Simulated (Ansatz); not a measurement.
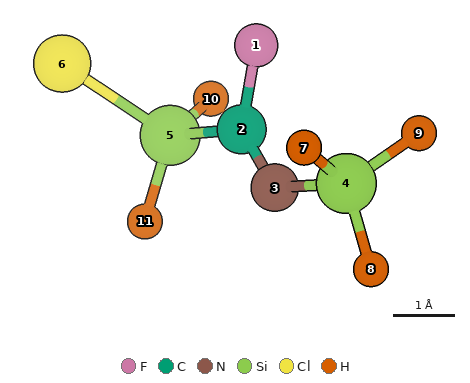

Fig. 1: The structure as given in the input (ball-and-stick view, seen at a tilt; atoms are numbered from 1 in the order of the input). Bond lengths as drawn: Cl–Si 2.19 Å, C–F 1.46 Å, C–N 1.26 Å, C–Si 1.92 Å, H–Si 1.50 to 1.51 Å and N–Si 1.84 Å.

**Run report: CH$_{5}$ClFNSi$_{2}$, nudged elastic band**

System: CH$_{5}$ClFNSi$_{2}$.
Method: RKS PBE-D4/6-31G (Ansatz 0.2.0).

It belongs to a series of runs on one base structure; here: band between the two ends. Figures and captions count atoms from 1; the log counts them from 0 in places.

The input:
```yaml
crystal:
  periodic: [false, false, false]
  atoms:
    - { symbol: F, position_ang: [0.106177, 1.501245, 0.747242] }
    - { symbol: C, position_ang: [0.161122, 0.379123, -0.183332] }
    - { symbol: "N", position_ang: [-0.159648, -0.792189, 0.140253] }
    - { symbol: Si, position_ang: [-0.76084, -1.383018, 1.779947] }
    - { symbol: Si, position_ang: [0.841348, 0.953549, -1.881747] }
    - { symbol: Cl, position_ang: [-0.30424, 2.689815, -2.565252] }
    - { symbol: H, position_ang: [-2.085662, -0.723423, 2.082557] }
    - { symbol: H, position_ang: [-0.927161, -2.873034, 1.653685] }
    - { symbol: H, position_ang: [0.253913, -1.053088, 2.850527] }
    - { symbol: H, position_ang: [2.27253, 1.395317, -1.717889] }
    - { symbol: H, position_ang: [0.667962, -0.151397, -2.88539] }
basis:
  gaussian: { orbitals: "6-31G" }
hamiltonian:
  xc: pbe
  dispersion: d4
neb:
  order_check: false
  images: 5
  f_tol: 0.03
  max_iterations: 38
  final_atoms:
    - { symbol: F, position_ang: [0.19577656, 1.80271163, 1.59419365] }
    - { symbol: C, position_ang: [0.39822994, 1.37758353, 0.28073888] }
    - { symbol: "N", position_ang: [0.19070696, 0.15267081, -0.04997151] }
    - { symbol: Si, position_ang: [-0.46911345, -1.12372517, 1.15453215] }
    - { symbol: Si, position_ang: [0.7100509, -0.67522961, -1.81586093] }
    - { symbol: Cl, position_ang: [0.97048347, 1.36259947, -2.88314517] }
    - { symbol: H, position_ang: [-1.80767511, -0.62969189, 1.6339856] }
    - { symbol: H, position_ang: [-0.5673521, -2.36587003, 0.31358719] }
    - { symbol: H, position_ang: [0.51587731, -1.27707792, 2.28265335] }
    - { symbol: H, position_ang: [0.75341805, 2.16619493, -0.38522305] }
    - { symbol: H, position_ang: [-0.82490152, -0.84726575, -2.10488917] }
  initial_path:
    images:
      - { positions_ang: [[0.106177, 1.501245, 0.747242], [0.161122, 0.379123, -0.183332], [-0.159648, -0.792189, 0.140253], [-0.76084, -1.383018, 1.779947], [0.841348, 0.953549, -1.881747], [-0.30424, 2.689815, -2.565252], [-2.085662, -0.723423, 2.082557], [-0.927161, -2.873034, 1.653685], [0.253913, -1.053088, 2.850527], [2.27253, 1.395317, -1.717889], [0.667962, -0.151397, -2.88539]] }
      - { positions_ang: [[0.09540447, 1.4396452, 0.75092331], [0.1716492, 0.39838181, -0.19387849], [-0.13358218, -0.79858493, 0.08919367], [-0.68964428, -1.33200424, 1.7122914], [0.83401106, 0.97692672, -1.88952389], [-0.30198351, 2.67579887, -2.55699096], [-2.01346787, -0.65797757, 1.99932083], [-0.88341306, -2.81175954, 1.63987509], [0.30687656, -0.97963727, 2.77158214], [1.99483847, 1.13200828, -1.39769534], [0.68481214, -0.09989733, -2.90449675]] }
      - { positions_ang: [[0.08463194, 1.3780454, 0.75460463], [0.18217641, 0.41764062, -0.20442498], [-0.10751637, -0.80498087, 0.03813434], [-0.61844855, -1.28099048, 1.6446358], [0.82667412, 1.00030444, -1.89730079], [-0.29972702, 2.66178274, -2.54872992], [-1.94127374, -0.59253215, 1.91608465], [-0.83966513, -2.75048508, 1.62606517], [0.35984011, -0.90618653, 2.69263728], [1.71714694, 0.86869957, -1.07750168], [0.70166228, -0.04839766, -2.9236035]] }
      - { positions_ang: [[0.07385941, 1.3164456, 0.75828594], [0.19270361, 0.43689943, -0.21497147], [-0.08145055, -0.8113768, -0.01292498], [-0.54725283, -1.22997672, 1.5769802], [0.81933718, 1.02368217, -1.90507768], [-0.29747053, 2.6477666, -2.54046888], [-1.8690796, -0.52708672, 1.83284848], [-0.79591719, -2.68921062, 1.61225526], [0.41280367, -0.8327358, 2.61369242], [1.43945542, 0.60539085, -0.75730802], [0.71851241, 0.00310202, -2.94271025]] }
      - { positions_ang: [[0.11449846, 1.47853428, 1.03692185], [0.26121239, 0.7504608, -0.04973469], [0.00926862, -0.4900276, -0.02527383], [-0.52120637, -1.19455953, 1.43616418], [0.78290842, 0.45737824, -1.87533876], [0.1251808, 2.21937756, -2.65469431], [-1.84861144, -0.56128845, 1.76656085], [-0.71972883, -2.58143043, 1.1793659], [0.44716155, -0.98084984, 2.50334606], [1.21077629, 1.12565887, -0.6332797], [0.2040411, -0.2803539, -2.66343656]] }
      - { positions_ang: [[0.15513751, 1.64062295, 1.31555775], [0.32972116, 1.06402217, 0.1155021], [0.09998779, -0.1686784, -0.03762267], [-0.49515991, -1.15914235, 1.29534817], [0.74647966, -0.10892569, -1.84559984], [0.54783214, 1.79098851, -2.76891974], [-1.82814328, -0.59549017, 1.70027323], [-0.64354046, -2.47365023, 0.74647654], [0.48151943, -1.12896388, 2.39299971], [0.98209717, 1.6459269, -0.50925138], [-0.31043021, -0.56380983, -2.38416287]] }
      - { positions_ang: [[0.19577656, 1.80271163, 1.59419365], [0.39822994, 1.37758353, 0.28073888], [0.19070696, 0.15267081, -0.04997151], [-0.46911345, -1.12372517, 1.15453215], [0.7100509, -0.67522961, -1.81586093], [0.97048347, 1.36259947, -2.88314517], [-1.80767511, -0.62969189, 1.6339856], [-0.5673521, -2.36587003, 0.31358719], [0.51587731, -1.27707792, 2.28265335], [0.75341805, 2.16619493, -0.38522305], [-0.82490152, -0.84726575, -2.10488917]] }
```

Launched with:
```bash
ansatz run input.yaml --threads 1 --pin off --max-ram 2048MiB --backend cpu --events-out ev --progress --plain --runs-dir out
```

Output:
```
Engine: ansatz 0.2.0, x86_64-unknown-linux-gnu
Functional definition: PBE
  parameter kappa = 0.804
  parameter beta = 0.06672455060314922
  exchange = pbe_x(kappa = kappa, mu = beta*pi^2/3)
  correlation = pbe_c(beta = beta)
989 factors; integrals over basis functions are off by at most 1.7e-4 eV
mean field evaluation 1: about -33573.6916 eV, gradient 5.4e1 eV
mean field evaluation 2: about -33520.0567 eV, gradient 1.3e2 eV
mean field evaluation 4: about -33579.3714 eV, gradient 1.8e1 eV
mean field evaluation 8: about -33579.9628 eV, gradient 1.1e-1 eV
mean field evaluation 16: about -33579.9572 eV, gradient 6.5e-5 eV
mean field -33579.95716121 eV, -1234.0406643619 hartree, gradient 6.5e-5 eV, S^2 0.000000; 0 other end points of the search recorded, 0 dependent functions left out
the calculation of the forces begins
reference -33579.95720717 eV, -1234.0406660511 hartree; 36, 36 occupied and 40, 40 virtual orbitals, 989 factors
989 factors; integrals over basis functions are off by at most 2.1e-4 eV
mean field evaluation 32: about -33579.8289 eV, gradient 6.0e-5 eV
mean field -33579.82892816 eV, -1234.0359518842 hartree, gradient 6.0e-5 eV, S^2 0.000000; 0 other end points of the search recorded, 0 dependent functions left out
[... from here on the field's lines of each further geometry are left out, up to the last ...]
NEB iter   1: max|band force component| = 7.832e0 eV/Å  barrier→ = 6.7086 eV  barrier← = 6.6356 eV  Δτ_max = 0.1980 Å  (227 SCF iters)
NEB iter   2: max|band force component| = 3.282e0 eV/Å  barrier→ = 4.4470 eV  barrier← = 4.3741 eV  Δτ_max = 0.1954 Å  (170 SCF iters)
NEB iter   3: max|band force component| = 2.600e0 eV/Å  barrier→ = 3.2035 eV  barrier← = 3.1305 eV  Δτ_max = 0.1969 Å  (161 SCF iters)
NEB iter   4: max|band force component| = 2.252e0 eV/Å  barrier→ = 3.0586 eV  barrier← = 2.9856 eV  Δτ_max = 0.1949 Å  (156 SCF iters)
NEB iter   5: max|band force component| = 1.788e0 eV/Å  barrier→ = 3.3082 eV  barrier← = 3.2353 eV  Δτ_max = 0.1996 Å  (152 SCF iters)
NEB iter   6: max|band force component| = 2.166e0 eV/Å  barrier→ = 3.5783 eV  barrier← = 3.5053 eV  Δτ_max = 0.1024 Å  (154 SCF iters)
NEB iter   7: max|band force component| = 1.800e0 eV/Å  barrier→ = 3.2431 eV  barrier← = 3.1701 eV  Δτ_max = 0.1022 Å  (148 SCF iters)
NEB iter   8: max|band force component| = 1.799e0 eV/Å  barrier→ = 2.8329 eV  barrier← = 2.7600 eV  Δτ_max = 0.0985 Å  (149 SCF iters)
NEB iter   9: max|band force component| = 1.780e0 eV/Å  barrier→ = 2.5693 eV  barrier← = 2.4963 eV  Δτ_max = 0.1011 Å  (146 SCF iters)
NEB iter  10: max|band force component| = 1.946e0 eV/Å  barrier→ = 2.2123 eV  barrier← = 2.1393 eV  Δτ_max = 0.0500 Å  (146 SCF iters)
NEB iter  11: max|band force component| = 1.672e0 eV/Å  barrier→ = 1.9994 eV  barrier← = 1.9264 eV  Δτ_max = 0.0500 Å  (140 SCF iters)
NEB iter  12: max|band force component| = 7.532e-1 eV/Å  barrier→ = 1.8494 eV  barrier← = 1.7765 eV  Δτ_max = 0.1003 Å  (145 SCF iters)
NEB iter  13: max|band force component| = 5.832e-1 eV/Å  barrier→ = 2.0474 eV  barrier← = 1.9744 eV  Δτ_max = 0.0987 Å  (144 SCF iters)
NEB iter  14: max|band force component| = 1.858e0 eV/Å  barrier→ = 1.8940 eV  barrier← = 1.8211 eV  CI = image 2  Δτ_max = 0.1984 Å  (145 SCF iters)
NEB iter  15: max|band force component| = 1.677e0 eV/Å  barrier→ = 2.2585 eV  barrier← = 2.1856 eV  CI = image 2  Δτ_max = 0.1966 Å  (142 SCF iters)
NEB iter  16: max|band force component| = 1.233e0 eV/Å  barrier→ = 2.7752 eV  barrier← = 2.7023 eV  CI = image 2  Δτ_max = 0.1988 Å  (148 SCF iters)
NEB iter  17: max|band force component| = 8.937e-1 eV/Å  barrier→ = 2.8399 eV  barrier← = 2.7670 eV  CI = image 2  Δτ_max = 0.2000 Å  (149 SCF iters)
NEB iter  18: max|band force component| = 7.770e-1 eV/Å  barrier→ = 2.6887 eV  barrier← = 2.6158 eV  CI = image 2  Δτ_max = 0.1840 Å  (153 SCF iters)
NEB iter  19: max|band force component| = 9.553e-1 eV/Å  barrier→ = 2.5829 eV  barrier← = 2.5100 eV  CI = image 2  Δτ_max = 0.0940 Å  (148 SCF iters)
NEB iter  20: max|band force component| = 9.669e-1 eV/Å  barrier→ = 2.5618 eV  barrier← = 2.4888 eV  CI = image 2  Δτ_max = 0.0468 Å  (146 SCF iters)
NEB iter  21: max|band force component| = 5.729e-1 eV/Å  barrier→ = 2.5489 eV  barrier← = 2.4759 eV  CI = image 2  Δτ_max = 0.0467 Å  (143 SCF iters)
NEB iter  22: max|band force component| = 1.962e-1 eV/Å  barrier→ = 2.5439 eV  barrier← = 2.4709 eV  CI = image 2  Δτ_max = 0.0928 Å  (145 SCF iters)
NEB iter  23: max|band force component| = 2.264e-1 eV/Å  barrier→ = 2.5428 eV  barrier← = 2.4698 eV  CI = image 2  Δτ_max = 0.0467 Å  (143 SCF iters)
NEB iter  24: max|band force component| = 2.058e-1 eV/Å  barrier→ = 2.5422 eV  barrier← = 2.4692 eV  CI = image 2  Δτ_max = 0.0273 Å  (139 SCF iters)
NEB iter  25: max|band force component| = 9.124e-2 eV/Å  barrier→ = 2.5415 eV  barrier← = 2.4685 eV  CI = image 2  Δτ_max = 0.0180 Å  (139 SCF iters)
NEB iter  26: max|band force component| = 4.712e-2 eV/Å  barrier→ = 2.5409 eV  barrier← = 2.4679 eV  CI = image 2  Δτ_max = 0.0382 Å  (128 SCF iters)
NEB iter  27: max|band force component| = 1.085e-1 eV/Å  barrier→ = 2.5404 eV  barrier← = 2.4675 eV  CI = image 2  Δτ_max = 0.0191 Å  (139 SCF iters)
NEB iter  28: max|band force component| = 6.217e-2 eV/Å  barrier→ = 2.5402 eV  barrier← = 2.4672 eV  CI = image 2  Δτ_max = 0.0126 Å  (131 SCF iters)
the calculation of the forces begins
reference -33579.53711623 eV, -1234.0252279936 hartree; 36, 36 occupied and 40, 40 virtual orbitals, 989 factors
989 factors; integrals over basis functions are off by at most 1.9e-4 eV
mean field -33577.40755028 eV, -1233.9469678886 hartree, gradient 1.0e-5 eV, S^2 0.000000; 1 other end points of the search recorded, 0 dependent functions left out
the calculation of the forces begins
reference -33577.40759401 eV, -1233.9469694955 hartree; 36, 36 occupied and 40, 40 virtual orbitals, 989 factors
NEB iter  29: max|band force component| = 2.319e-2 eV/Å  barrier→ = 2.5400 eV  barrier← = 2.4671 eV  CI = image 2  Δτ_max = 0.0000 Å  (269 SCF iters)
```

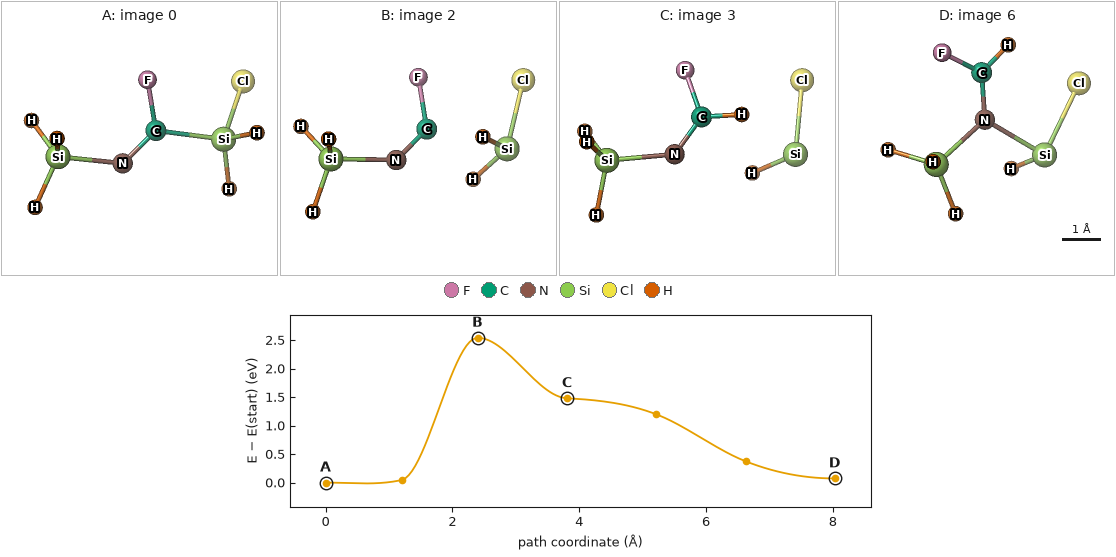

Fig. 2: Images of the last band (counted from 0; ball-and-stick, seen at a tilt) above the energy along the path; the line is a cubic interpolation that uses the forces. The highest image is number 2, 2.540 eV above the start and 2.467 eV above the end (the climbing image); the end lies 0.073 eV above the start. The path is 8.03 Å long. The band converged in 29 iterations.

```
Total energy: -33577.69778653 eV, -1233.9576338740 hartree
Atom 0 at    -0.361032     1.674028     0.303797 Å, force    -0.004222     0.007582     0.000332 eV/Å
Atom 1 at     0.216574     0.473222    -0.217567 Å, force    -0.009788    -0.022798     0.005080 eV/Å
Atom 2 at     0.179405    -0.659691     0.295061 Å, force     0.001747     0.017744    -0.000751 eV/Å
Atom 3 at    -0.588134    -1.397428     1.779097 Å, force     0.001921    -0.002515    -0.001364 eV/Å
Atom 4 at     1.098443     0.954575    -2.364912 Å, force    -0.007032     0.005497    -0.009788 eV/Å
Atom 5 at     0.167109     2.931679    -2.712045 Å, force     0.004883    -0.003770    -0.001841 eV/Å
Atom 6 at    -1.970124    -0.831694     2.017063 Å, force     0.000554     0.000447     0.003028 eV/Å
Atom 7 at    -0.655210    -2.881788     1.540395 Å, force    -0.000526     0.000880    -0.001400 eV/Å
Atom 8 at     0.319072    -1.090592     2.947479 Å, force     0.001193    -0.002338    -0.002604 eV/Å
Atom 9 at     1.645169     0.837867    -0.912622 Å, force     0.012439     0.001311     0.011587 eV/Å
Atom 10 at     0.014229    -0.067278    -2.655146 Å, force    -0.001168    -0.002042    -0.002280 eV/Å
Dipole moment:     0.022947    -0.654789     0.384776 e Å
this run last wrote the band of iteration 29 to [file]
```

The last band as extended XYZ (Å, eV, eV/Å):
```
11
Properties=species:S:1:pos:R:3:forces:R:3 image=0 energy=-33580.23778
F     0.1062    1.5012    0.7472   -0.0017  -0.0147  -0.0025
C     0.1611    0.3791   -0.1833    0.0073   0.0148   0.0006
N    -0.1596   -0.7922    0.1403   -0.0097   0.0091   0.0065
Si   -0.7608   -1.3830    1.7799    0.0045  -0.0006  -0.0048
Si    0.8413    0.9535   -1.8817    0.0026  -0.0016   0.0028
Cl   -0.3042    2.6898   -2.5653   -0.0051   0.0031  -0.0049
H    -2.0857   -0.7234    2.0826   -0.0010  -0.0015   0.0016
H    -0.9272   -2.8730    1.6537   -0.0008  -0.0020  -0.0016
H     0.2539   -1.0531    2.8505    0.0000  -0.0014   0.0016
H     2.2725    1.3953   -1.7179    0.0033  -0.0004  -0.0024
H     0.6680   -0.1514   -2.8854    0.0006  -0.0047   0.0031
11
Properties=species:S:1:pos:R:3:forces:R:3 image=1 energy=-33580.19287
F    -0.5215    1.6469    0.5285   -0.0622  -0.0160   0.0757
C    -0.0064    0.5113   -0.1956   -0.0891   0.0180   0.0145
N     0.0091   -0.6636    0.2489   -0.0621  -0.0029  -0.0129
Si   -0.6199   -1.3959    1.8036   -0.0145   0.0028   0.0100
Si    0.7790    0.9306   -1.8901   -0.1120  -0.0088   0.1675
Cl    0.2195    2.9097   -2.6313    0.0197  -0.0101   0.0256
H    -2.0027   -0.8663    2.1052   -0.0133  -0.0105   0.0352
H    -0.6604   -2.8837    1.5759   -0.0023   0.0027   0.0180
H     0.3366   -1.0645    2.9252    0.0066   0.0157  -0.0079
H     2.2429    0.9101   -1.5760    0.2257   0.0251  -0.2424
H     0.2892   -0.0917   -2.8737    0.1035  -0.0160  -0.0834
11
Properties=species:S:1:pos:R:3:forces:R:3 image=2 energy=-33577.69774
F    -0.3610    1.6740    0.3038   -0.0042   0.0076   0.0003
C     0.2166    0.4732   -0.2176   -0.0098  -0.0228   0.0051
N     0.1794   -0.6597    0.2951    0.0017   0.0177  -0.0008
Si   -0.5881   -1.3974    1.7791    0.0019  -0.0025  -0.0014
Si    1.0984    0.9546   -2.3649   -0.0070   0.0055  -0.0098
Cl    0.1671    2.9317   -2.7120    0.0049  -0.0038  -0.0018
H    -1.9701   -0.8317    2.0171    0.0006   0.0004   0.0030
H    -0.6552   -2.8818    1.5404   -0.0005   0.0009  -0.0014
H     0.3191   -1.0906    2.9475    0.0012  -0.0023  -0.0026
H     1.6452    0.8379   -0.9126    0.0124   0.0013   0.0116
H     0.0142   -0.0673   -2.6551   -0.0012  -0.0020  -0.0023
11
Properties=species:S:1:pos:R:3:forces:R:3 image=3 energy=-33578.75806
F    -0.2196    1.6799    0.6318    0.0080   0.0037   0.0235
C     0.6594    0.6345    0.2146    0.0254   0.0088   0.0184
N     0.5613   -0.5752    0.5318    0.0338   0.0124   0.0256
Si   -0.5868   -1.3788    1.7172   -0.0062  -0.0034  -0.0033
Si    1.0482    0.7210   -2.9265   -0.0073  -0.0191  -0.0448
Cl    0.0047    2.7120   -3.0278   -0.0080  -0.0125  -0.0175
H    -1.9798   -0.7905    1.7004    0.0009   0.0032  -0.0182
H    -0.6199   -2.8380    1.3520   -0.0021   0.0019  -0.0181
H     0.0473   -1.1940    3.0756   -0.0137  -0.0099   0.0032
H     1.4446    1.0738   -0.4232   -0.0106   0.0130   0.0385
H    -0.2938   -0.1019   -2.8254   -0.0202   0.0019  -0.0074
11
Properties=species:S:1:pos:R:3:forces:R:3 image=4 energy=-33579.03908
F     0.0096    1.7465    1.2368    0.0779   0.0145   0.2103
C     0.6582    0.9114    0.2979   -0.0084   0.1028   0.0433
N     0.4549   -0.3363    0.2083   -0.0254   0.0565  -0.1112
Si   -0.5629   -1.2581    1.4838    0.0024   0.0255  -0.0884
Si    0.9386    0.1233   -2.6488   -0.0399  -0.1717   0.0861
Cl    0.1330    2.2598   -2.8921    0.0406  -0.1101   0.0694
H    -1.9837   -0.7490    1.5156    0.0023   0.0009  -0.0654
H    -0.5168   -2.7172    1.1249    0.0269   0.0261  -0.0990
H     0.0903   -1.0395    2.8323    0.0153   0.0198  -0.0910
H     1.3368    1.5049   -0.3179   -0.0276   0.1357   0.0422
H    -0.4926   -0.5028   -2.8203   -0.0641  -0.1001   0.0037
11
Properties=species:S:1:pos:R:3:forces:R:3 image=5 energy=-33579.86319
F     0.2747    1.6786    1.5437    0.0940  -0.0386   0.1300
C     0.6121    1.1624    0.2954   -0.0059   0.0997   0.0126
N     0.3062   -0.0330   -0.0507   -0.0619   0.1019  -0.0985
Si   -0.5240   -1.1576    1.2334    0.0084   0.0272  -0.1039
Si    0.7928   -0.3775   -2.1636   -0.0435  -0.1668   0.1800
Cl    0.3447    1.8501   -2.7814    0.0855  -0.1203   0.0626
H    -1.9590   -0.7154    1.3473    0.0061  -0.0003  -0.0744
H    -0.3988   -2.5752    0.7567    0.0390   0.0420  -0.1633
H     0.1855   -0.9738    2.5553    0.0277  -0.0024  -0.1116
H     1.1350    1.8862   -0.3310   -0.0761   0.1441   0.0093
H    -0.7037   -0.8019   -2.3846   -0.0734  -0.0866   0.1573
11
Properties=species:S:1:pos:R:3:forces:R:3 image=6 energy=-33580.16482
F     0.1958    1.8027    1.5942    0.0001  -0.0057  -0.0065
C     0.3982    1.3776    0.2807    0.0013   0.0144   0.0187
N     0.1907    0.1527   -0.0500    0.0026  -0.0067  -0.0097
Si   -0.4691   -1.1237    1.1545   -0.0049  -0.0017   0.0057
Si    0.7101   -0.6752   -1.8159    0.0019   0.0044   0.0008
Cl    0.9705    1.3626   -2.8831   -0.0001  -0.0016  -0.0010
H    -1.8077   -0.6297    1.6340    0.0046  -0.0014  -0.0023
H    -0.5674   -2.3659    0.3136    0.0001   0.0048   0.0025
H     0.5159   -1.2771    2.2827   -0.0017   0.0009  -0.0034
H     0.7534    2.1662   -0.3852   -0.0023  -0.0066  -0.0044
H    -0.8249   -0.8473   -2.1049   -0.0016  -0.0007  -0.0005
```

Key numbers:

- outcome: converged
- barrier, forward: 2.540 eV
- barrier, backward: 2.467 eV
- hardware: 1 thread of Intel Xeon @ 2.70GHz, 189 GiB of memory available, shared host
- wall time: 11 min
- peak memory: 0.15 GiB

Remarks:

The order of the saddle point was not checked.
